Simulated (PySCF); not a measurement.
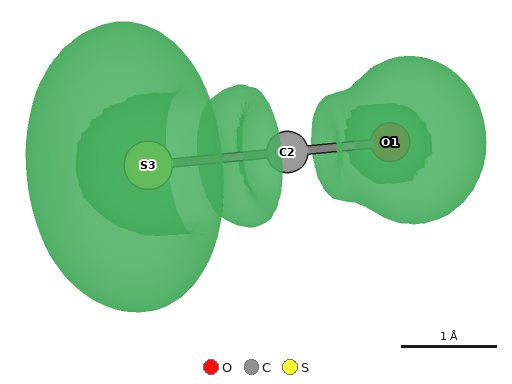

Figure 1: COS (carbonyl sulfide). Isosurface of the ELF at 0.75 (green), seen from one side. Only the valence region is drawn (cores and ρ < 0.01 e/Å³ removed).

Geometry: PBE0-D3(BJ)/def2-SVP.

Theory: DFT single point, gas phase, functional M06-2X (PySCF 2.14.0, density-fitted response routines).

The calculation's input:

```
{"job": {"kind": "sp", "xc": "M06-2X", "basis": "def2-TZVP", "grid": 3}, "charge": 0, "multiplicity": 1}
O     -1.285176     0.115596    -0.012499
C     -0.128888     0.103038    -0.008365
S      1.434642     0.086036    -0.002770
```

Launched as:

```sh
OMP_NUM_THREADS=1 python redox_run.py task.json out
```

Where are the electrons localised?

Answer. The ELF exceeds this value in one region between bonded C–S atoms (shared pairs), one region on O in which the atom's valence shell and bonds are merged and one ring or bowl of non-bonding electrons around S.

Values along the shortest contacts:
C–O (1.16 Å): the ELF peaks at about 0.85 between the atoms; a multiple bond. C–S (1.56 Å): the ELF peaks at about 0.90 between the atoms (a covalent bond).
